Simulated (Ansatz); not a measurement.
The figure comes from a scan of Ag (fcc, Cu type): volume and axial ratio are varied about the relaxed values (subscript 0). Computed with PBEsol (plane waves to 420 eV, PAW, scalar-relativistic; Ansatz, an electronic-structure program). k mesh 20×20×20 (Γ-centred), Fermi-Dirac smearing 0.05 eV. The energy includes the smearing's −TS. With partly filled bands, the response to shear is sensitive to the k mesh, so small differences along c/a are uncertain. Ag was relaxed with its symmetry unable to fall. ΔE is measured from the relaxed starting cell.

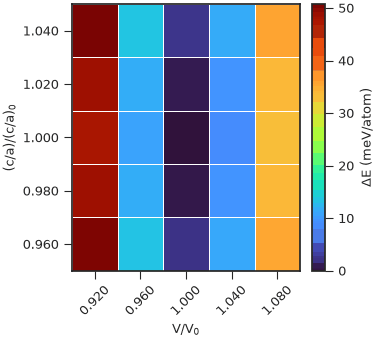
*ΔE (meV/atom), one tile a computed point.*

Task: Read the plotted values off the figure, to the accuracy that the plot allows.

Result: To the nearest 5:

ΔE (meV/atom), with V/V₀ across and (c/a)/(c/a)₀ down:

| (c/a)/(c/a)₀ \ V/V₀ | 0.920 | 0.960 | 1.000 | 1.040 | 1.080 |
|---|---|---|---|---|---|
| 0.960 | 50 | 15 | 0 | 10 | 35 |
| 0.980 | 50 | 10 | 0 | 10 | 35 |
| 1.000 | 50 | 10 | 0 | 10 | 35 |
| 1.020 | 50 | 10 | 0 | 10 | 35 |
| 1.040 | 50 | 15 | 5 | 10 | 35 |

(A scan under strain: stresses follow from slopes of the energy per volume, elastic moduli from its curvatures.)
